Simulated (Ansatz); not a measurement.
# F− with CH2O: superposition error and deformation, part 2 of 2

Ansatz 0.2.0, Gaussian basis.

### Step 11. B3LYP-D4/def2-TZVPPD

free-b/in.yaml reads:

```yaml
crystal:
  periodic: [false, false, false]
  atoms:
    - {symbol: C, position_ang: [-0.017018, 0.012001, 0.355257]}
    - {symbol: O, position_ang: [-0.963514, 0.725078, 0.512028]}
    - {symbol: H, position_ang: [-0.117289, -1.089375, 0.276408]}
    - {symbol: H, position_ang: [1.014335, 0.411918, 0.279883]}
basis:
  gaussian: {orbitals: "def2-TZVPPD.json"}
hamiltonian: {xc: {name: B3LYP}, dispersion: d4}
```

Launch:

```console
$ ansatz run in.yaml --threads 2 --pin off --events-out ev --progress --plain --max-ram 5222MiB
```

What it wrote:

```text
Functional definition: B3LYP
  name "B3LYP"
  cite "Stephens, Devlin, Chabalowski & Frisch, J. Phys. Chem. 98, 11623 (1994) doi:10.1021/j100096a001"
  cite "Becke, Phys. Rev. A 38, 3098 (1988) doi:10.1103/PhysRevA.38.3098"
  cite "Lee, Yang & Parr, Phys. Rev. B 37, 785 (1988) doi:10.1103/PhysRevB.37.785"
  cite "Vosko, Wilk & Nusair, Can. J. Phys. 58, 1200 (1980) doi:10.1139/p80-159"
  parameter a0 = 0.2
  parameter ax = 0.72
  parameter ac = 0.81
  exchange = (1 - a0 - ax)*slater_x + ax*b88_x + a0*exact_x
  correlation = (1 - ac)*vwn_rpa_c + ac*lyp_c
476 factors; their error is unknown
mean field evaluation 1: about -3113.8142 eV, gradient 4.4e1 eV
mean field evaluation 2: about -3105.2504 eV, gradient 8.1e1 eV
mean field evaluation 4: about -3117.2097 eV, gradient 2.9e0 eV
mean field evaluation 8: about -3117.2251 eV, gradient 6.2e-2 eV
mean field -3117.22512451 eV, -114.5559103945 hartree, gradient 5.0e-5 eV, S^2 0.000000; 0 other end points of the search recorded, 0 dependent functions left out
reference -3117.22533541 eV, -114.5559181452 hartree; 8, 8 occupied and 103, 103 virtual orbitals, 476 factors
Total energy: -3117.26442382 eV, -114.5573546178 hartree
```

It took 0.7 s on 2 threads of Arm Neoverse V1, shared host.

### Step 12. wB97X-V/def2-TZVPPD

free-b/in.yaml: that of step 11 with these lines changed.

```diff
@@ -9,2 +9,2 @@
   gaussian: {orbitals: "def2-TZVPPD.json"}
-hamiltonian: {xc: {name: B3LYP}, dispersion: d4}
+hamiltonian: {xc: {name: wB97X-V}}
```

Launch:

```console
$ ansatz run in.yaml --threads 2 --pin off --events-out ev --progress --plain --max-ram 5222MiB
```

What it wrote (excerpt; [...] marks lines left out):

```text
[... 5 set-up lines as earlier in the session ...]
[...]
      + integral(e_c_pw_opposite_spin*poly(b97_u_opposite, cos0, cos1)) + vv10(b, c)
476 factors; their error is unknown
151 factors; integrals over basis functions are off by at most 3.0e-5 eV
[...]
mean field -3116.02410332 eV, -114.5117736801 hartree, gradient 2.1e-5 eV, S^2 0.000000; 0 other end points of the search recorded, 0 dependent functions left out
reference -3116.02410148 eV, -114.5117736123 hartree; 8, 8 occupied and 103, 103 virtual orbitals, 476 factors
Total energy: -3116.02410148 eV, -114.5117736123 hartree
```

Wall time 1.9 s (2 threads of Arm Neoverse V1, shared host).

### Step 13. wB97M-V/def2-TZVPPD

free-b/in.yaml: that of step 12 with these lines changed.

```diff
@@ -9,2 +9,2 @@
   gaussian: {orbitals: "def2-TZVPPD.json"}
-hamiltonian: {xc: {name: wB97X-V}}
+hamiltonian: {xc: {name: wB97M-V}}
```

Launch:

```console
$ ansatz run in.yaml --threads 2 --pin off --events-out ev --progress --plain --max-ram 5222MiB
```

What it wrote (excerpt; [...] marks lines left out):

```text
[... 5 set-up lines as earlier in the session ...]
  # Of w^i u^j: cxij and so on, Table III.
[...]
  gx(w, u) = 1 - cx + cx01*u + cx10*w
  gss(w, u) = css00 + css04*u^4 + css10*w + css20*w^2 + css43*w^4*u^3
  gos(w, u) = cos00 + cos10*w + (cos20 + cos21*u)*w^2 + (cos60 + cos61*u)*w^6
[...]
      + integral(e_c_pw_mod_opposite_spin*gos(b97_w_opposite, b97_u_opposite)) + vv10(b, c)
476 factors; their error is unknown
151 factors; integrals over basis functions are off by at most 3.0e-5 eV
[...]
mean field -3115.96558165 eV, -114.5096230484 hartree, gradient 2.4e-5 eV, S^2 0.000000; 0 other end points of the search recorded, 0 dependent functions left out
reference -3115.96562846 eV, -114.5096247685 hartree; 8, 8 occupied and 103, 103 virtual orbitals, 476 factors
Total energy: -3115.96562846 eV, -114.5096247685 hartree
```

It took 2 s on 2 threads of Arm Neoverse V1, shared host.

### Step 14. B2PLYP/def2-TZVPPD

free-b/in.yaml: that of step 13 with these lines changed.

```diff
@@ -9,2 +9,2 @@
   gaussian: {orbitals: "def2-TZVPPD.json"}
-hamiltonian: {xc: {name: wB97M-V}}
+hamiltonian: {xc: {name: B2PLYP}}
```

Launch:

```console
$ ansatz run in.yaml --threads 2 --pin off --events-out ev --progress --plain --max-ram 5222MiB
```

What it wrote (excerpt; [...] marks lines left out):

```text
[... 5 set-up lines as earlier in the session ...]
[...]
655 factors; integrals over basis functions are off by at most 1.2e-3 eV
[...]
mean field -3111.34904073 eV, -114.3399682987 hartree, gradient 2.0e-6 eV, S^2 0.000000; 0 other end points of the search recorded, 0 dependent functions left out
2 core orbitals not correlated: weight in the atoms' cores, before any rotation towards them, 1.000 or more for the frozen orbitals, at most 0.000 for the correlated occupied ones
reference -3111.34916925 eV, -114.3399730218 hartree; 6, 6 occupied and 103, 103 virtual orbitals, 655 factors
second order -13.08750649 eV of doubles, -0.00000000 eV of singles
Total energy: -3114.88279600 eV, -114.4698314097 hartree
```

Wall time 1.1 s (2 threads of Arm Neoverse V1, shared host).

### Step 15. BLYP-D4/def2-TZVPPD

free-b/in.yaml: that of step 14 with these lines changed.

```diff
@@ -9,2 +9,2 @@
   gaussian: {orbitals: "def2-TZVPPD.json"}
-hamiltonian: {xc: {name: B2PLYP}}
+hamiltonian: {xc: {name: BLYP}, dispersion: d4}
```

Launch:

```console
$ ansatz run in.yaml --threads 2 --pin off --events-out ev --progress --plain --max-ram 5222MiB
```

What it wrote:

```text
Functional definition: BLYP
  name "BLYP"
[... 2 set-up lines as earlier in the session ...]
  parameter beta = 0.0042
  parameter a = 0.04918
  parameter b = 0.132
  parameter c = 0.2533
  parameter d = 0.349
  exchange = b88_x(beta = beta)
  correlation = lyp_c(a = a, b = b, c = c, d = d)
476 factors; their error is unknown
mean field evaluation 1: about -3111.9451 eV, gradient 5.0e1 eV
mean field evaluation 2: about -3092.5147 eV, gradient 1.1e2 eV
mean field evaluation 4: about -3116.4396 eV, gradient 6.4e0 eV
mean field evaluation 8: about -3116.5259 eV, gradient 2.3e-2 eV
mean field evaluation 16: about -3116.5111 eV, gradient 1.4e-5 eV
mean field -3116.51114295 eV, -114.5296720563 hartree, gradient 1.4e-5 eV, S^2 0.000000; 0 other end points of the search recorded, 0 dependent functions left out
reference -3116.51141928 eV, -114.5296822114 hartree; 8, 8 occupied and 103, 103 virtual orbitals, 476 factors
Total energy: -3116.56933857 eV, -114.5318107058 hartree
```

Wall time 0.65 s (2 threads of Arm Neoverse V1, shared host).

### Step 16. revPBE-D4/def2-TZVPPD

free-b/in.yaml: that of step 15 with these lines changed.

```diff
@@ -9,2 +9,2 @@
   gaussian: {orbitals: "def2-TZVPPD.json"}
-hamiltonian: {xc: {name: BLYP}, dispersion: d4}
+hamiltonian: {xc: {name: revPBE}, dispersion: d4}
```

Launch:

```console
$ ansatz run in.yaml --threads 2 --pin off --events-out ev --progress --plain --max-ram 5222MiB
```

What it wrote (excerpt; [...] marks lines left out):

```text
Functional definition: revPBE
  name "revPBE"
  cite "Zhang & Yang, Phys. Rev. Lett. 80, 890 (1998) doi:10.1103/PhysRevLett.80.890"
[... 1 set-up line as earlier in the session ...]
  parameter kappa = 1.245
[... 3 set-up lines as earlier in the session ...]
476 factors; their error is unknown
mean field evaluation 1: about -3112.4032 eV, gradient 4.5e1 eV
mean field evaluation 2: about -3097.9071 eV, gradient 9.6e1 eV
mean field evaluation 4: about -3116.2428 eV, gradient 4.7e0 eV
mean field evaluation 8: about -3116.2897 eV, gradient 1.9e-2 eV
mean field evaluation 16: about -3116.2756 eV, gradient 7.3e-6 eV
mean field -3116.27558377 eV, -114.5210154160 hartree, gradient 7.3e-6 eV, S^2 0.000000; 0 other end points of the search recorded, 0 dependent functions left out
reference -3116.27563247 eV, -114.5210172059 hartree; 8, 8 occupied and 103, 103 virtual orbitals, 476 factors
Total energy: -3116.37908398 eV, -114.5248189788 hartree
```

It took 0.6 s on 2 threads of Arm Neoverse V1, shared host.

### Step 17. B97M-V/def2-TZVPPD

free-b/in.yaml: that of step 16 with these lines changed.

```diff
@@ -9,2 +9,2 @@
   gaussian: {orbitals: "def2-TZVPPD.json"}
-hamiltonian: {xc: {name: revPBE}, dispersion: d4}
+hamiltonian: {xc: {name: B97M-V}}
```

Launch:

```console
$ ansatz run in.yaml --threads 2 --pin off --events-out ev --progress --plain --max-ram 5222MiB
```

What it wrote (excerpt; [...] marks lines left out):

```text
[... 5 set-up lines as earlier in the session ...]
  # Of w^i u^j: cxij and so on, Table III.
[...]
  gx(w, u) = cx00 + cx01*u + cx02*u^2 + (cx10 + cx11*u)*w
  gss(w, u) = css00 + css02*u^2 + css10*w + (css32*w^3 + css42*w^4)*u^2
  gos(w, u) = cos00 + cos01*u + cos03*u^3 + cos10*w + cos32*w^3*u^2
[...]
      + integral(e_c_pw_mod_opposite_spin*gos(b97_w_opposite, b97_u_opposite)) + vv10(b, c)
476 factors; their error is unknown
[...]
mean field -3116.42756275 eV, -114.5266005406 hartree, gradient 3.6e-5 eV, S^2 0.000000; 0 other end points of the search recorded, 0 dependent functions left out
reference -3116.42761714 eV, -114.5266025394 hartree; 8, 8 occupied and 103, 103 virtual orbitals, 476 factors
Total energy: -3116.42761714 eV, -114.5266025394 hartree
```

Wall time 2.1 s (2 threads of Arm Neoverse V1, shared host).

### Step 18. HSE06-D4/def2-TZVPPD

free-b/in.yaml: that of step 17 with these lines changed.

```diff
@@ -9,2 +9,2 @@
   gaussian: {orbitals: "def2-TZVPPD.json"}
-hamiltonian: {xc: {name: B97M-V}}
+hamiltonian: {xc: hse06, dispersion: d4}
```

Launch:

```console
$ ansatz run in.yaml --threads 2 --pin off --events-out ev --progress --plain --max-ram 5222MiB
```

What it wrote (excerpt; [...] marks lines left out):

```text
Functional definition: HSE06
  name "HSE06"
  cite "Heyd, Scuseria & Ernzerhof, J. Chem. Phys. 118, 8207 (2003) doi:10.1063/1.1564060"
  cite "Krukau, Vydrov, Izmaylov & Scuseria, J. Chem. Phys. 125, 224106 (2006) doi:10.1063/1.2404663"
  cite "Heyd & Scuseria, J. Chem. Phys. 120, 7274 (2004) doi:10.1063/1.1668634"
  cite "Ernzerhof & Perdew, J. Chem. Phys. 109, 3313 (1998) doi:10.1063/1.476928"
[... 2 set-up lines as earlier in the session ...]
[...]
  # The whole range is PBE's own exchange, as in plane waves. The composition of these papers is wPBEh.
[...]
476 factors; their error is unknown
48 factors; integrals over basis functions are off by at most 9.7e-6 eV
[...]
mean field -3113.37744317 eV, -114.4145107133 hartree, gradient 3.1e-5 eV, S^2 0.000000; 0 other end points of the search recorded, 0 dependent functions left out
reference -3113.37748235 eV, -114.4145121534 hartree; 8, 8 occupied and 103, 103 virtual orbitals, 476 factors
Total energy: -3113.39529817 eV, -114.4151668726 hartree
```

It took 0.7 s on 2 threads of Arm Neoverse V1, shared host.

### Step 19. CCSD(T)/def2-TZVPPD

free-b/in.yaml: that of step 18 with these lines changed.

```diff
@@ -9,2 +9,2 @@
   gaussian: {orbitals: "def2-TZVPPD.json"}
-hamiltonian: {xc: hse06, dispersion: d4}
+correlation: {method: ccsd_t}
```

Launch:

```console
$ ansatz run in.yaml --threads 2 --pin off --events-out ev --progress --plain --max-ram 5222MiB
```

What it wrote (excerpt; [...] marks lines left out):

```text
[... 4 set-up lines as earlier in the session ...]
[...]
655 factors; integrals over basis functions are off by at most 1.2e-3 eV
[...]
mean field -3099.87479760 eV, -113.9182976412 hartree, gradient 1.5e-6 eV, S^2 0.000000; 0 other end points of the search recorded, 0 dependent functions left out
2 core orbitals not correlated: weight in the atoms' cores, before any rotation towards them, 1.000 or more for the frozen orbitals, at most 0.000 for the correlated occupied ones
reference -3099.87479760 eV, -113.9182976412 hartree; 6, 6 occupied and 103, 103 virtual orbitals, 655 factors
second order -10.74082231 eV of doubles, -0.00000000 eV of singles
cycle   1  -10.64284084 eV  change    9.8e-2 eV  update   8.2e-2
[...]
cycle  10  -11.02338085 eV  change    3.3e-6 eV  update   4.8e-6
perturbative correction -0.44992099 eV, -0.0165342914 hartree
Total energy: -3111.34809944 eV, -114.3399337069 hartree
```

Wall time 1.6 s (2 threads of Arm Neoverse V1, shared host).

### Step 20. The split

```
      method  interaction with counterpoise (kcal/mol)  without  superposition error  deformation  binding energy
      PBE-D4                                    -40.37   -40.58                 0.21        12.72          -27.65
   revPBE-D4                                    -37.91   -38.14                 0.24        12.40          -25.51
     BLYP-D4                                    -35.36   -35.59                 0.23        12.51          -22.85
   r2SCAN-D4                                    -43.85   -43.96                 0.12        14.48          -29.36
      B97M-V                                    -41.91   -42.01                 0.09        15.33          -26.59
     PBE0-D4                                    -43.01   -43.11                 0.10        15.20          -27.81
    B3LYP-D4                                    -38.60   -38.72                 0.12        14.68          -23.92
    HSE06-D4                                    -43.10   -43.19                 0.10        15.17          -27.93
     wB97X-V                                    -39.93   -40.02                 0.09        15.03          -24.90
     wB97M-V                                    -39.51   -39.58                 0.08        14.97          -24.54
      B2PLYP                                    -36.02   -36.70                 0.67        14.15          -21.87
Hartree-Fock                                    -37.65   -37.72                 0.07        20.28          -17.37
         MP2                                    -33.74   -35.79                 2.04        13.41          -20.34
        CCSD                                    -34.13   -35.97                 1.84        14.39          -19.74
     CCSD(T)                                    -33.66   -35.69                 2.04        13.16          -20.50
```

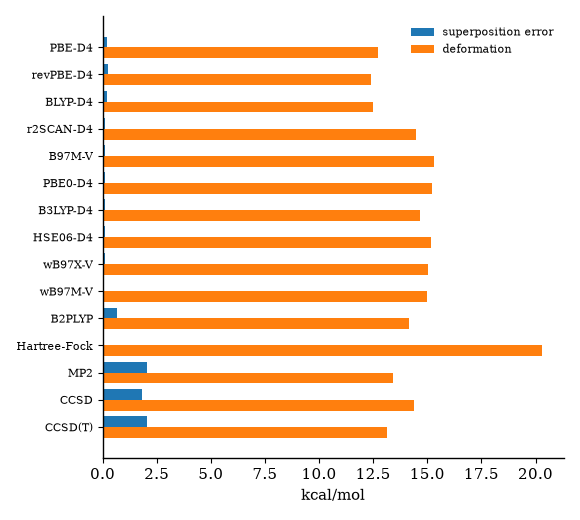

Superposition error and deformation energy by method.

### Step 21. What came out

The summary covers parts 1 to 2.

```
            quantity            value
interaction, CCSD(T)  -33.66 kcal/mol
 superposition error    2.04 kcal/mol
         deformation   13.16 kcal/mol
      binding energy  -20.50 kcal/mol
```

**Reading.** In this basis the superposition error is 2.04 kcal/mol for CCSD(T) and 0.14 kcal/mol on average for the plain functionals: correlated methods borrow far more, since they need many more functions to converge. Deformation takes back 39 % of the interaction. The restricted Hartree–Fock reference is unstable towards an unrestricted one at one or more of these structures.
